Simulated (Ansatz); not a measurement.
# BH− (doublet): wB97M-V, HSE06 over a scan of the distance B1–H2, aug-cc-pVDZ, part 2 of 2

Ansatz 0.2.0, Gaussian basis; aug-cc-pVDZ, all electrons in the functionals. Earlier steps stand in the parts before.

### 14 HSE06, 1.141 Å

File in.yaml:

```yaml
crystal:
  periodic: [false, false, false]
  atoms:
    - {symbol: B, position_ang: [0.000000, 0.000000, 0.000000]}
    - {symbol: H, position_ang: [0.000000, 0.000000, 1.141000]}
basis:
  gaussian: {orbitals: aug-cc-pVDZ}
total_charge: -1
magnetization: {spin_polarized: true, initial_magnetization: 1}
hamiltonian: {xc: {name: HSE06}}
```

Started as:

```bash
$ ansatz run in.yaml --threads 1 --pin off --events-out ev --progress --plain --max-ram 2393MiB
```

What it wrote, shortened:

```text
Functional definition: HSE06
  name "HSE06"
  cite "Heyd, Scuseria & Ernzerhof, J. Chem. Phys. 118, 8207 (2003) doi:10.1063/1.1564060"
  cite "Krukau, Vydrov, Izmaylov & Scuseria, J. Chem. Phys. 125, 224106 (2006) doi:10.1063/1.2404663"
  cite "Heyd & Scuseria, J. Chem. Phys. 120, 7274 (2004) doi:10.1063/1.1668634"
  cite "Ernzerhof & Perdew, J. Chem. Phys. 109, 3313 (1998) doi:10.1063/1.476928"
  cite "Perdew, Burke & Ernzerhof, Phys. Rev. Lett. 77, 3865 (1996) doi:10.1103/PhysRevLett.77.3865"
  parent pbe
[...]
  # The whole range is PBE's own exchange, as in plane waves. The composition of these papers is wPBEh.
[...]
259 factors; their error is unknown
67 factors; integrals over basis functions are off by at most 2.9e-6 eV
[...]
mean field -687.05361300 eV, -25.2487545762 hartree, gradient 1.6e-5 eV, S^2 0.850166; 9 other end points of the search recorded, 0 dependent functions left out
reference -687.05364656 eV, -25.2487558092 hartree; 4, 3 occupied and 28, 29 virtual orbitals, 259 factors
Total energy: -687.05364656 eV, -25.2487558092 hartree
```

Run time: 3.7 s. Hardware: 1 thread of Arm Neoverse N1, shared host.

From the report: ⟨S²⟩ of the determinant 0.850 (pure doublet: 0.75).

### 15 HSE06, 1.263 Å

Changes to in.yaml since step 14:

```diff
@@ -4,3 +4,3 @@
     - {symbol: B, position_ang: [0.000000, 0.000000, 0.000000]}
-    - {symbol: H, position_ang: [0.000000, 0.000000, 1.141000]}
+    - {symbol: H, position_ang: [0.000000, 0.000000, 1.262771]}
 basis:
```

The command is unchanged.

What it wrote, shortened:

```text
Functional definition: HSE06
  name "HSE06"
  cite "Heyd, Scuseria & Ernzerhof, J. Chem. Phys. 118, 8207 (2003) doi:10.1063/1.1564060"
  cite "Krukau, Vydrov, Izmaylov & Scuseria, J. Chem. Phys. 125, 224106 (2006) doi:10.1063/1.2404663"
  cite "Heyd & Scuseria, J. Chem. Phys. 120, 7274 (2004) doi:10.1063/1.1668634"
  cite "Ernzerhof & Perdew, J. Chem. Phys. 109, 3313 (1998) doi:10.1063/1.476928"
  cite "Perdew, Burke & Ernzerhof, Phys. Rev. Lett. 77, 3865 (1996) doi:10.1103/PhysRevLett.77.3865"
  parent pbe
[...]
  # The whole range is PBE's own exchange, as in plane waves. The composition of these papers is wPBEh.
[...]
259 factors; their error is unknown
67 factors; integrals over basis functions are off by at most 3.3e-6 eV
[...]
mean field -687.22078865 eV, -25.2548981680 hartree, gradient 7.8e-6 eV, S^2 0.768507; 10 other end points of the search recorded, 0 dependent functions left out
reference -687.22082279 eV, -25.2548994224 hartree; 4, 3 occupied and 28, 29 virtual orbitals, 259 factors
Total energy: -687.22082279 eV, -25.2548994224 hartree
```

It took 4.2 s on 1 thread of Arm Neoverse N1, shared host.

From the report: ⟨S²⟩ of the determinant 0.769 (pure doublet: 0.75).

### 16 HSE06, 1.381 Å

Changes to in.yaml since step 15:

```diff
@@ -4,3 +4,3 @@
     - {symbol: B, position_ang: [0.000000, 0.000000, 0.000000]}
-    - {symbol: H, position_ang: [0.000000, 0.000000, 1.262771]}
+    - {symbol: H, position_ang: [0.000000, 0.000000, 1.381000]}
 basis:
```

Same command.

What it wrote, shortened:

```text
Functional definition: HSE06
  name "HSE06"
  cite "Heyd, Scuseria & Ernzerhof, J. Chem. Phys. 118, 8207 (2003) doi:10.1063/1.1564060"
  cite "Krukau, Vydrov, Izmaylov & Scuseria, J. Chem. Phys. 125, 224106 (2006) doi:10.1063/1.2404663"
  cite "Heyd & Scuseria, J. Chem. Phys. 120, 7274 (2004) doi:10.1063/1.1668634"
  cite "Ernzerhof & Perdew, J. Chem. Phys. 109, 3313 (1998) doi:10.1063/1.476928"
  cite "Perdew, Burke & Ernzerhof, Phys. Rev. Lett. 77, 3865 (1996) doi:10.1103/PhysRevLett.77.3865"
  parent pbe
[...]
  # The whole range is PBE's own exchange, as in plane waves. The composition of these papers is wPBEh.
[...]
259 factors; their error is unknown
67 factors; integrals over basis functions are off by at most 3.7e-6 eV
[...]
mean field -687.14895200 eV, -25.2522582198 hartree, gradient 1.5e-6 eV, S^2 0.754203; 7 other end points of the search recorded, 0 dependent functions left out
reference -687.14898689 eV, -25.2522595020 hartree; 4, 3 occupied and 28, 29 virtual orbitals, 259 factors
Total energy: -687.14898689 eV, -25.2522595020 hartree
```

Wall time 2.9 s (1 thread of Arm Neoverse N1, shared host).

From the report: ⟨S²⟩ of the determinant 0.754 (pure doublet: 0.75).

From 1.263 Å: +1.7 kcal/mol.

### 17 HSE06, 1.531 Å

Changes to in.yaml since step 16:

```diff
@@ -4,3 +4,3 @@
     - {symbol: B, position_ang: [0.000000, 0.000000, 0.000000]}
-    - {symbol: H, position_ang: [0.000000, 0.000000, 1.381000]}
+    - {symbol: H, position_ang: [0.000000, 0.000000, 1.531000]}
 basis:
```

Same command.

What it wrote, shortened:

```text
Functional definition: HSE06
  name "HSE06"
  cite "Heyd, Scuseria & Ernzerhof, J. Chem. Phys. 118, 8207 (2003) doi:10.1063/1.1564060"
  cite "Krukau, Vydrov, Izmaylov & Scuseria, J. Chem. Phys. 125, 224106 (2006) doi:10.1063/1.2404663"
  cite "Heyd & Scuseria, J. Chem. Phys. 120, 7274 (2004) doi:10.1063/1.1668634"
  cite "Ernzerhof & Perdew, J. Chem. Phys. 109, 3313 (1998) doi:10.1063/1.476928"
  cite "Perdew, Burke & Ernzerhof, Phys. Rev. Lett. 77, 3865 (1996) doi:10.1103/PhysRevLett.77.3865"
  parent pbe
[...]
  # The whole range is PBE's own exchange, as in plane waves. The composition of these papers is wPBEh.
[...]
259 factors; their error is unknown
67 factors; integrals over basis functions are off by at most 4.2e-6 eV
[...]
mean field -686.90029550 eV, -25.2431202620 hartree, gradient 4.3e-6 eV, S^2 0.754332; 7 other end points of the search recorded, 0 dependent functions left out
reference -686.90033124 eV, -25.2431215752 hartree; 4, 3 occupied and 28, 29 virtual orbitals, 259 factors
Total energy: -686.90033124 eV, -25.2431215752 hartree
```

Wall time 2.5 s (1 thread of Arm Neoverse N1, shared host).

From the report: ⟨S²⟩ of the determinant 0.754 (pure doublet: 0.75).

From 1.263 Å: +7.4 kcal/mol.

### 18 HSE06, 1.720 Å

Changes to in.yaml since step 17:

```diff
@@ -4,3 +4,3 @@
     - {symbol: B, position_ang: [0.000000, 0.000000, 0.000000]}
-    - {symbol: H, position_ang: [0.000000, 0.000000, 1.531000]}
+    - {symbol: H, position_ang: [0.000000, 0.000000, 1.720000]}
 basis:
```

Same command.

What it wrote, shortened:

```text
Functional definition: HSE06
  name "HSE06"
  cite "Heyd, Scuseria & Ernzerhof, J. Chem. Phys. 118, 8207 (2003) doi:10.1063/1.1564060"
  cite "Krukau, Vydrov, Izmaylov & Scuseria, J. Chem. Phys. 125, 224106 (2006) doi:10.1063/1.2404663"
  cite "Heyd & Scuseria, J. Chem. Phys. 120, 7274 (2004) doi:10.1063/1.1668634"
  cite "Ernzerhof & Perdew, J. Chem. Phys. 109, 3313 (1998) doi:10.1063/1.476928"
  cite "Perdew, Burke & Ernzerhof, Phys. Rev. Lett. 77, 3865 (1996) doi:10.1103/PhysRevLett.77.3865"
  parent pbe
[...]
  # The whole range is PBE's own exchange, as in plane waves. The composition of these papers is wPBEh.
[...]
259 factors; their error is unknown
67 factors; integrals over basis functions are off by at most 4.3e-6 eV
[...]
mean field -686.50658715 eV, -25.2286517468 hartree, gradient 2.0e-5 eV, S^2 0.754597; 5 other end points of the search recorded, 0 dependent functions left out
reference -686.50662366 eV, -25.2286530885 hartree; 4, 3 occupied and 28, 29 virtual orbitals, 259 factors
Total energy: -686.50662366 eV, -25.2286530885 hartree
```

Wall time 2.6 s (1 thread of Arm Neoverse N1, shared host).

From the report: ⟨S²⟩ of the determinant 0.755 (pure doublet: 0.75).

From 1.263 Å: +16.5 kcal/mol.

### 19 HSE06, 2.024 Å

Changes to in.yaml since step 18:

```diff
@@ -4,3 +4,3 @@
     - {symbol: B, position_ang: [0.000000, 0.000000, 0.000000]}
-    - {symbol: H, position_ang: [0.000000, 0.000000, 1.720000]}
+    - {symbol: H, position_ang: [0.000000, 0.000000, 2.024000]}
 basis:
```

Same command.

What it wrote, shortened:

```text
Functional definition: HSE06
  name "HSE06"
  cite "Heyd, Scuseria & Ernzerhof, J. Chem. Phys. 118, 8207 (2003) doi:10.1063/1.1564060"
  cite "Krukau, Vydrov, Izmaylov & Scuseria, J. Chem. Phys. 125, 224106 (2006) doi:10.1063/1.2404663"
  cite "Heyd & Scuseria, J. Chem. Phys. 120, 7274 (2004) doi:10.1063/1.1668634"
  cite "Ernzerhof & Perdew, J. Chem. Phys. 109, 3313 (1998) doi:10.1063/1.476928"
  cite "Perdew, Burke & Ernzerhof, Phys. Rev. Lett. 77, 3865 (1996) doi:10.1103/PhysRevLett.77.3865"
  parent pbe
[...]
  # The whole range is PBE's own exchange, as in plane waves. The composition of these papers is wPBEh.
[...]
259 factors; their error is unknown
67 factors; integrals over basis functions are off by at most 4.8e-6 eV
[...]
mean field -685.91059412 eV, -25.2067494072 hartree, gradient 1.6e-5 eV, S^2 0.755672; 5 other end points of the search recorded, 0 dependent functions left out
reference -685.91063165 eV, -25.2067507862 hartree; 4, 3 occupied and 28, 29 virtual orbitals, 259 factors
Total energy: -685.91063165 eV, -25.2067507862 hartree
```

It took 2.1 s on 1 thread of Arm Neoverse N1, shared host.

From the report: ⟨S²⟩ of the determinant 0.756 (pure doublet: 0.75).

From 1.263 Å: +30.2 kcal/mol.

### 20 HSE06, 2.354 Å

Changes to in.yaml since step 19:

```diff
@@ -4,3 +4,3 @@
     - {symbol: B, position_ang: [0.000000, 0.000000, 0.000000]}
-    - {symbol: H, position_ang: [0.000000, 0.000000, 2.024000]}
+    - {symbol: H, position_ang: [0.000000, 0.000000, 2.354000]}
 basis:
```

Launched as before.

What it wrote, shortened:

```text
Functional definition: HSE06
  name "HSE06"
  cite "Heyd, Scuseria & Ernzerhof, J. Chem. Phys. 118, 8207 (2003) doi:10.1063/1.1564060"
  cite "Krukau, Vydrov, Izmaylov & Scuseria, J. Chem. Phys. 125, 224106 (2006) doi:10.1063/1.2404663"
  cite "Heyd & Scuseria, J. Chem. Phys. 120, 7274 (2004) doi:10.1063/1.1668634"
  cite "Ernzerhof & Perdew, J. Chem. Phys. 109, 3313 (1998) doi:10.1063/1.476928"
  cite "Perdew, Burke & Ernzerhof, Phys. Rev. Lett. 77, 3865 (1996) doi:10.1103/PhysRevLett.77.3865"
  parent pbe
[...]
  # The whole range is PBE's own exchange, as in plane waves. The composition of these papers is wPBEh.
[...]
259 factors; their error is unknown
67 factors; integrals over basis functions are off by at most 5.5e-6 eV
[...]
mean field -685.41422920 eV, -25.1885083327 hartree, gradient 1.2e-5 eV, S^2 0.761259; 5 other end points of the search recorded, 0 dependent functions left out
reference -685.41426632 eV, -25.1885096967 hartree; 4, 3 occupied and 28, 29 virtual orbitals, 259 factors
Total energy: -685.41426632 eV, -25.1885096967 hartree
```

Wall time 1.4 s (1 thread of Arm Neoverse N1, shared host).

From the report: ⟨S²⟩ of the determinant 0.761 (pure doublet: 0.75).

From 1.263 Å: +41.7 kcal/mol.

### 21 HSE06, 2.846 Å

Changes to in.yaml since step 20:

```diff
@@ -4,3 +4,3 @@
     - {symbol: B, position_ang: [0.000000, 0.000000, 0.000000]}
-    - {symbol: H, position_ang: [0.000000, 0.000000, 2.354000]}
+    - {symbol: H, position_ang: [0.000000, 0.000000, 2.846000]}
 basis:
```

Same command.

What it wrote, shortened:

```text
Functional definition: HSE06
  name "HSE06"
  cite "Heyd, Scuseria & Ernzerhof, J. Chem. Phys. 118, 8207 (2003) doi:10.1063/1.1564060"
  cite "Krukau, Vydrov, Izmaylov & Scuseria, J. Chem. Phys. 125, 224106 (2006) doi:10.1063/1.2404663"
  cite "Heyd & Scuseria, J. Chem. Phys. 120, 7274 (2004) doi:10.1063/1.1668634"
  cite "Ernzerhof & Perdew, J. Chem. Phys. 109, 3313 (1998) doi:10.1063/1.476928"
  cite "Perdew, Burke & Ernzerhof, Phys. Rev. Lett. 77, 3865 (1996) doi:10.1103/PhysRevLett.77.3865"
  parent pbe
[...]
  # The whole range is PBE's own exchange, as in plane waves. The composition of these papers is wPBEh.
[...]
259 factors; their error is unknown
67 factors; integrals over basis functions are off by at most 6.1e-6 eV
[...]
mean field -684.93962393 eV, -25.1710669106 hartree, gradient 1.9e-5 eV, S^2 0.845214; 8 other end points of the search recorded, 0 dependent functions left out
reference -684.93966421 eV, -25.1710683910 hartree; 4, 3 occupied and 28, 29 virtual orbitals, 259 factors
Total energy: -684.93966421 eV, -25.1710683910 hartree
```

It took 2.5 s on 1 thread of Arm Neoverse N1, shared host.

From the report: ⟨S²⟩ of the determinant 0.845 (pure doublet: 0.75).

From 1.263 Å: +52.6 kcal/mol.

### 22 HSE06, 3.444 Å

Changes to in.yaml since step 21:

```diff
@@ -4,3 +4,3 @@
     - {symbol: B, position_ang: [0.000000, 0.000000, 0.000000]}
-    - {symbol: H, position_ang: [0.000000, 0.000000, 2.846000]}
+    - {symbol: H, position_ang: [0.000000, 0.000000, 3.444000]}
 basis:
```

Same command.

What it wrote, shortened:

```text
Functional definition: HSE06
  name "HSE06"
  cite "Heyd, Scuseria & Ernzerhof, J. Chem. Phys. 118, 8207 (2003) doi:10.1063/1.1564060"
  cite "Krukau, Vydrov, Izmaylov & Scuseria, J. Chem. Phys. 125, 224106 (2006) doi:10.1063/1.2404663"
  cite "Heyd & Scuseria, J. Chem. Phys. 120, 7274 (2004) doi:10.1063/1.1668634"
  cite "Ernzerhof & Perdew, J. Chem. Phys. 109, 3313 (1998) doi:10.1063/1.476928"
  cite "Perdew, Burke & Ernzerhof, Phys. Rev. Lett. 77, 3865 (1996) doi:10.1103/PhysRevLett.77.3865"
  parent pbe
[...]
  # The whole range is PBE's own exchange, as in plane waves. The composition of these papers is wPBEh.
[...]
259 factors; their error is unknown
67 factors; integrals over basis functions are off by at most 5.8e-6 eV
[...]
mean field -684.65883533 eV, -25.1607481201 hartree, gradient 2.1e-5 eV, S^2 1.027290; 15 other end points of the search recorded, 0 dependent functions left out
reference -684.65887877 eV, -25.1607497162 hartree; 4, 3 occupied and 28, 29 virtual orbitals, 259 factors
Total energy: -684.65887877 eV, -25.1607497162 hartree
```

It took 5.5 s on 1 thread of Arm Neoverse N1, shared host.

From the report: ⟨S²⟩ of the determinant 1.027 (pure doublet: 0.75).

From 1.263 Å: +59.1 kcal/mol.

### 23 HSE06, 4.267 Å

Changes to in.yaml since step 22:

```diff
@@ -4,3 +4,3 @@
     - {symbol: B, position_ang: [0.000000, 0.000000, 0.000000]}
-    - {symbol: H, position_ang: [0.000000, 0.000000, 3.444000]}
+    - {symbol: H, position_ang: [0.000000, 0.000000, 4.267000]}
 basis:
```

The command is unchanged.

What it wrote, shortened:

```text
Functional definition: HSE06
  name "HSE06"
  cite "Heyd, Scuseria & Ernzerhof, J. Chem. Phys. 118, 8207 (2003) doi:10.1063/1.1564060"
  cite "Krukau, Vydrov, Izmaylov & Scuseria, J. Chem. Phys. 125, 224106 (2006) doi:10.1063/1.2404663"
  cite "Heyd & Scuseria, J. Chem. Phys. 120, 7274 (2004) doi:10.1063/1.1668634"
  cite "Ernzerhof & Perdew, J. Chem. Phys. 109, 3313 (1998) doi:10.1063/1.476928"
  cite "Perdew, Burke & Ernzerhof, Phys. Rev. Lett. 77, 3865 (1996) doi:10.1103/PhysRevLett.77.3865"
  parent pbe
[...]
  # The whole range is PBE's own exchange, as in plane waves. The composition of these papers is wPBEh.
[...]
259 factors; their error is unknown
67 factors; integrals over basis functions are off by at most 8.3e-6 eV
[...]
mean field -684.51575964 eV, -25.1554901852 hartree, gradient 5.5e-6 eV, S^2 1.144136; 11 other end points of the search recorded, 0 dependent functions left out
reference -684.51580615 eV, -25.1554918944 hartree; 4, 3 occupied and 28, 29 virtual orbitals, 259 factors
Total energy: -684.51580615 eV, -25.1554918944 hartree
```

Run time: 7 s. Hardware: 1 thread of Arm Neoverse N1, shared host.

From the report: ⟨S²⟩ of the determinant 1.144 (pure doublet: 0.75).

From 1.263 Å: +62.4 kcal/mol.

### 24 The comparison

The yardstick is full CI for this spin, exact in this basis with these frozen cores. It comes from earlier runs at the same points. Energies in kcal/mol, counted from 1.263 Å; blanks weren't run or aren't comparable.

```
  level  1.005 Å  1.141 Å  1.263 Å  1.381 Å  1.531 Å  1.720 Å  2.024 Å  2.354 Å  2.846 Å  3.444 Å  4.267 Å
    FCI     21.9      4.1      0.0      1.5      7.1     15.6     28.1     38.1     47.8     54.8     59.8
wB97M-V     20.1      3.4      0.0      2.0      8.1     17.3     30.8     41.7     52.2     59.5     64.6
  HSE06     21.2      3.9      0.0      1.7      7.4     16.5     30.2     41.7     52.6     59.1     62.4
```

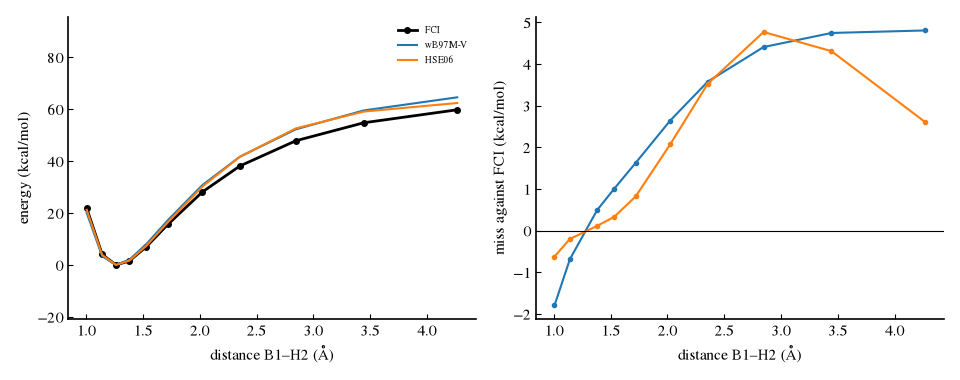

Left: the curves (the axis may cut off levels that run far away). Right: misses against FCI, in the same colours.

Largest miss and mean time a point (FCI took 20 s a point; shared hosts):

```
  level  largest miss (kcal/mol)    where  time a point
wB97M-V                     +4.8  4.267 Å         3.8 s
  HSE06                     +4.8  2.846 Å         3.5 s
```

### 25 Summary of results

This closing draws on all 2 parts.

| quantity | value |
| --- | --- |
| span of the FCI curve | 59.8 kcal/mol |
| largest miss, wB97M-V | +4.8 kcal/mol (4.267 Å) |
| largest miss, HSE06 | +4.8 kcal/mol (2.846 Å) |

**Reading.** All of them stay within 4.8 kcal/mol of the yardstick, too close to rank. HSE06 clearly breaks the spin symmetry at some points (⟨S²⟩ up to 0.39 above the pure value), so energy there is bought with a mixed spin. Functionals and the yardstick converge differently with the basis, so part of each miss in aug-cc-pVDZ is the basis.
